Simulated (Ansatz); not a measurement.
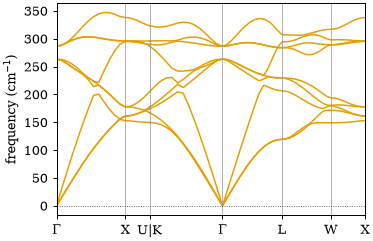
Fig. 1. Phonon dispersion of Mg2Si (fluorite or antifluorite type, Fm-3m), LDA (plane waves, PAW; program Ansatz); imaginary frequencies are drawn negative

Problem. Is this phase dynamically stable?

Solution. Yes, on this path no branch is imaginary.

Problem. How high does the spectrum reach?

Solution. About 350 cm⁻¹ (10.4 THz).

Symmetry was held in the LDA relaxation.

Potentials: the later of the program's two PAW sets.
